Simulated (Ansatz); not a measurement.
## Run report: SiN$_{2}$H$_{6}$O$_{2}$, geometry relaxation (part 2 of 2)

The same run, continued: SiN$_{2}$H$_{6}$O$_{2}$; RKS PBE-D4/STO-3G (Ansatz 0.2.0). It belongs to a series of runs on one base structure; here: start relaxed.

Geometry of the input (Å):
```
Si 0.0000  0.0000  0.0000
O  0.0000  0.0000  1.6800
H  -0.9095  -0.2814  2.0171
N  1.7163  0.0000  -0.6061
H  2.2145  -0.9180  -0.7868
H  2.2175  0.9180  -0.7783
N  -0.8572  1.4851  -0.6061
H  -1.8773  1.4300  -0.8888
H  -0.3367  2.4058  -0.6766
O  -0.7913  -1.3709  -0.5594
H  -1.2459  -1.8365  0.2129
```

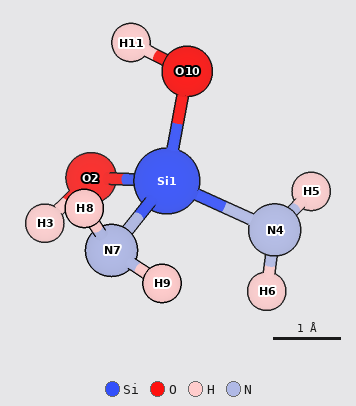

**Figure 1.** The geometry at step 10 of the log (ball-and-stick view, seen at a tilt; atoms are numbered from 1 in the order of the input).

Trajectory as extended XYZ, continued
```
11
Properties=species:S:1:pos:R:3:forces:R:3 step=4 energy=-14849.82734
Si    0.0054    0.0320   -0.0577   -0.1330  -0.4666   0.4277
O     0.0429   -0.3096    1.6451    0.4761   0.0199  -0.2161
H    -0.8990    0.0055    1.8965   -0.3981   0.2190   0.3412
N     1.6087   -0.0011   -0.6831    0.0162   0.1228  -0.2625
H     2.2053   -0.8490   -0.6041   -0.0735   0.0471   0.0647
H     2.1897    0.8412   -0.8561   -0.0371   0.0623   0.0542
N    -0.9161    1.4877   -0.3580   -0.5090  -0.4498  -0.0434
H    -1.6976    1.3528   -1.0548    0.3489   0.1547   0.1451
H    -0.4305    2.3778   -0.5734    0.2980   0.3684  -0.2389
O    -0.9456   -1.2983   -0.6265    0.0470  -0.0755   0.0275
H    -1.0328   -1.8069    0.2801   -0.0355  -0.0023  -0.2995
11
Properties=species:S:1:pos:R:3:forces:R:3 step=5 energy=-14849.96320
Si   -0.0133   -0.0197   -0.0479   -0.4496  -0.2834   0.2521
O     0.1046   -0.3407    1.6510   -0.0515   0.1412  -0.0248
H    -0.7609    0.1097    1.9968    0.0628   0.0179   0.0639
N     1.5632    0.0306   -0.7745    0.0314  -0.0594  -0.3839
H     2.1965   -0.7708   -0.5557    0.1398   0.0254   0.0606
H     2.1128    0.9189   -0.7086   -0.0133  -0.0569   0.1221
N    -0.9074    1.4696   -0.3477   -0.1775  -0.0249   0.2484
H    -1.6781    1.3350   -1.0518    0.1115   0.0589  -0.0369
H    -0.3413    2.2923   -0.6704    0.0777  -0.0211  -0.1479
O    -0.9604   -1.3307   -0.6738    0.1320   0.0496  -0.0295
H    -1.1852   -1.8624    0.1906    0.1368   0.1526  -0.1241
11
Properties=species:S:1:pos:R:3:forces:R:3 step=6 energy=-14849.99679
Si   -0.0468   -0.0499   -0.0464   -0.4450  -0.2762   0.2912
O     0.1253   -0.3730    1.6456   -0.8399   0.6771   0.5090
H    -0.6343    0.2380    2.0697    0.8674  -0.6428  -0.5590
N     1.5111    0.0338   -0.8861    1.6443   0.6924   0.2443
H     2.1765   -0.7236   -0.5073   -0.4691   0.2537  -0.2081
H     2.0427    0.9386   -0.5676   -0.7608  -0.9764  -0.3296
N    -0.9411    1.4767   -0.2837    0.1588   0.7586  -0.4549
H    -1.6376    1.3153   -1.0749    0.0348  -0.0329   0.1595
H    -0.2832    2.2067   -0.7299   -0.3378  -0.4841   0.3264
O    -0.9728   -1.3391   -0.7288    0.1181  -0.0214   0.1334
H    -1.2094   -1.8914    0.1172    0.0291   0.0520  -0.1122
11
Properties=species:S:1:pos:R:3:forces:R:3 step=7 energy=-14850.06256
Si   -0.0544   -0.0468   -0.0447   -0.0965  -0.1521   0.0367
O     0.1164   -0.3480    1.6510   -0.3399   0.2401   0.0841
H    -0.6214    0.2719    2.0484    0.2789  -0.1903  -0.1361
N     1.5231    0.0399   -0.8689    0.2363   0.0973  -0.0889
H     2.1514   -0.7517   -0.5371   -0.0883   0.0930  -0.0114
H     2.0368    0.9090   -0.5295   -0.0302  -0.1585   0.0038
N    -0.9386    1.4876   -0.2915    0.0200   0.1342   0.0746
H    -1.6698    1.3340   -1.0438    0.0059  -0.0068  -0.0111
H    -0.2889    2.2027   -0.7342   -0.0589  -0.0891  -0.0023
O    -0.9487   -1.3492   -0.7389    0.0682   0.0061   0.1052
H    -1.1754   -1.9174    0.0971    0.0044   0.0262  -0.0546
11
Properties=species:S:1:pos:R:3:forces:R:3 step=8 energy=-14850.08623
Si   -0.0488   -0.0471   -0.0538   -0.0451   0.2574   0.2107
O     0.0654   -0.3467    1.6426    0.0335  -0.1024   0.0106
H    -0.5495    0.3829    2.0358   -0.0173   0.0760  -0.0474
N     1.5446    0.1132   -0.8772   -0.2087  -0.2886  -0.0565
H     2.0775   -0.7800   -0.6452    0.1375   0.0766  -0.0775
H     2.1026    0.8483   -0.3507    0.0564   0.0371   0.1190
N    -0.9528    1.4967   -0.2661   -0.0054  -0.1662   0.0821
H    -1.7137    1.2911   -0.9801   -0.0489   0.0956  -0.0188
H    -0.3177    2.1566   -0.8032    0.0154   0.0689  -0.0977
O    -0.8890   -1.3682   -0.7596    0.0451  -0.1265  -0.1645
H    -1.1881   -1.9146    0.0654    0.0374   0.0720   0.0401
11
Properties=species:S:1:pos:R:3:forces:R:3 step=9 energy=-14850.11761
Si   -0.0415   -0.0463   -0.0378   -0.0708  -0.2853  -0.2203
O    -0.0260   -0.3506    1.6591   -0.0757   0.0393   0.0055
H    -0.4928    0.5015    2.0135    0.0085  -0.0135   0.0306
N     1.5552    0.1215   -0.8320    0.1136   0.3521   0.0910
H     2.0855   -0.7936   -0.7419   -0.0459  -0.0608   0.0326
H     2.1477    0.7847   -0.2402   -0.0907  -0.1319  -0.1302
N    -0.9282    1.5100   -0.2472    0.0870   0.1233  -0.1601
H    -1.8128    1.3066   -0.8074    0.0938  -0.0114   0.0879
H    -0.3700    2.1014   -0.9407   -0.0835  -0.1333   0.1231
O    -0.7650   -1.4150   -0.8091    0.0700   0.0929   0.1828
H    -1.2216   -1.8880   -0.0086   -0.0063   0.0287  -0.0431
11
Properties=species:S:1:pos:R:3:forces:R:3 step=10 energy=-14850.12800
Si   -0.0197   -0.0716   -0.0533    0.1311   0.1212   0.1801
O    -0.1501   -0.3758    1.6475   -0.0178   0.1428  -0.0988
H    -0.5570    0.5259    1.9630    0.1173  -0.1325  -0.0158
N     1.5806    0.1484   -0.8462   -0.1821  -0.0230   0.1140
H     2.1186   -0.7676   -0.7866   -0.0439   0.0458   0.0364
H     2.1643    0.7991   -0.2390   -0.0160  -0.0411  -0.0176
N    -0.8469    1.5248   -0.2255    0.0323  -0.1859   0.0046
H    -1.8209    1.3435   -0.6111   -0.0825   0.0159   0.0191
H    -0.3850    2.0151   -1.0439    0.0805   0.1314  -0.1458
O    -0.6913   -1.4730   -0.7919   -0.0558  -0.0454   0.0638
H    -1.2621   -1.8369   -0.0051    0.0370  -0.0291  -0.1400
11
Properties=species:S:1:pos:R:3:forces:R:3 step=11 energy=-14850.13860
Si   -0.0345   -0.0776   -0.0372    0.1566   0.1588  -0.1069
O    -0.1467   -0.3978    1.6572   -0.0332   0.0254  -0.1138
H    -0.4806    0.5176    2.0007    0.0129   0.0425   0.0811
N     1.5566    0.1581   -0.8188    0.1092  -0.1947   0.0141
H     2.1065   -0.7503   -0.7522   -0.0269   0.0788  -0.0067
H     2.1415    0.8235   -0.2314   -0.0587  -0.0106   0.0155
N    -0.8245    1.5185   -0.2620   -0.2102   0.0424   0.0168
H    -1.8229    1.3642   -0.5927   -0.0067   0.0238   0.0775
H    -0.3874    1.9925   -1.1063    0.0790  -0.0900   0.0211
O    -0.6874   -1.4732   -0.8034   -0.0394  -0.0239   0.0902
H    -1.2901   -1.8433   -0.0459    0.0176  -0.0525  -0.0889
11
Properties=species:S:1:pos:R:3:forces:R:3 step=12 energy=-14850.15092
Si   -0.0348   -0.0762   -0.0606    0.0603   0.0904  -0.0189
O    -0.2141   -0.4013    1.6239   -0.0068  -0.0167   0.0482
H    -0.4150    0.5415    1.9975    0.0177  -0.0188  -0.0035
N     1.5822    0.1273   -0.8006   -0.1153   0.0331   0.0182
H     2.1436   -0.7611   -0.6566    0.0042  -0.0161   0.0212
H     2.1261    0.8448   -0.2369   -0.0054  -0.0206  -0.0066
N    -0.7871    1.5377   -0.2821    0.0477  -0.0354  -0.0042
H    -1.8374    1.4303   -0.4046    0.0678   0.0127  -0.0512
H    -0.4708    1.9182   -1.2219   -0.0777   0.0028   0.0211
O    -0.6683   -1.4726   -0.8388    0.0366  -0.0312  -0.0528
H    -1.2941   -1.8564   -0.1115   -0.0290  -0.0001   0.0284
11
Properties=species:S:1:pos:R:3:forces:R:3 step=13 energy=-14850.15225
Si   -0.0332   -0.0738   -0.0602   -0.0289  -0.1152   0.0139
O    -0.2218   -0.4124    1.6224    0.0117   0.0046  -0.0136
H    -0.3766    0.5324    2.0105   -0.0043   0.0135   0.0188
N     1.5786    0.1236   -0.7965    0.0566   0.0227   0.0032
H     2.1454   -0.7576   -0.6288   -0.0088  -0.0043  -0.0062
H     2.1182    0.8560   -0.2493    0.0008   0.0103  -0.0104
N    -0.7869    1.5345   -0.2859   -0.0660   0.0826  -0.0540
H    -1.8354    1.4216   -0.4132    0.0156  -0.0025   0.0319
H    -0.4841    1.9182   -1.2283    0.0314  -0.0188   0.0147
O    -0.6523   -1.4811   -0.8352    0.0000   0.0301   0.0110
H    -1.3215   -1.8292   -0.1275   -0.0081  -0.0230  -0.0093
11
Properties=species:S:1:pos:R:3:forces:R:3 step=14 energy=-14850.15281
Si   -0.0357   -0.0768   -0.0593    0.0008   0.0304  -0.0092
O    -0.2233   -0.4127    1.6232   -0.0085  -0.0015   0.0182
H    -0.3737    0.5320    2.0144    0.0058  -0.0045  -0.0068
N     1.5786    0.1268   -0.7925   -0.0027  -0.0161  -0.0035
H     2.1472   -0.7534   -0.6271    0.0079   0.0004   0.0009
H     2.1139    0.8606   -0.2431    0.0033   0.0009  -0.0023
N    -0.7785    1.5387   -0.2929    0.0053  -0.0112   0.0155
H    -1.8306    1.4355   -0.3907   -0.0075   0.0075  -0.0125
H    -0.4890    1.8981   -1.2488   -0.0085  -0.0004   0.0030
O    -0.6560   -1.4792   -0.8402    0.0022  -0.0054   0.0000
H    -1.3226   -1.8374   -0.1350    0.0020  -0.0003  -0.0034
11
Properties=species:S:1:pos:R:3:forces:R:3 step=15 energy=-14850.15294
Si   -0.0359   -0.0761   -0.0588    0.0018  -0.0125  -0.0067
O    -0.2256   -0.4130    1.6237   -0.0002   0.0061   0.0042
H    -0.3693    0.5331    2.0141    0.0003  -0.0039   0.0033
N     1.5784    0.1236   -0.7928    0.0021  -0.0011   0.0014
H     2.1481   -0.7550   -0.6215   -0.0008   0.0025  -0.0005
H     2.1143    0.8619   -0.2503   -0.0010   0.0011  -0.0012
N    -0.7813    1.5382   -0.2903   -0.0033   0.0059  -0.0002
H    -1.8326    1.4328   -0.3957   -0.0013   0.0016   0.0000
H    -0.4884    1.9027   -1.2431    0.0027  -0.0008  -0.0004
O    -0.6538   -1.4795   -0.8399    0.0009   0.0017  -0.0003
H    -1.3237   -1.8367   -0.1374   -0.0012  -0.0006   0.0003
```

Key numbers

```json
{"quantity": "outcome", "value": "converged"}
{"quantity": "total energy", "value": "−14850.1530 eV"}
{"quantity": "mean-field energy", "value": "−14849.9307 eV"}
{"quantity": "largest force (length of the vector) at the end", "value": "0.014 eV/Å"}
{"quantity": "hardware", "value": "1 thread of Arm Neoverse N1, 24 GiB of memory available, shared host"}
{"quantity": "wall time", "value": "56 s"}
{"quantity": "peak memory", "value": "0.12 GiB"}
```
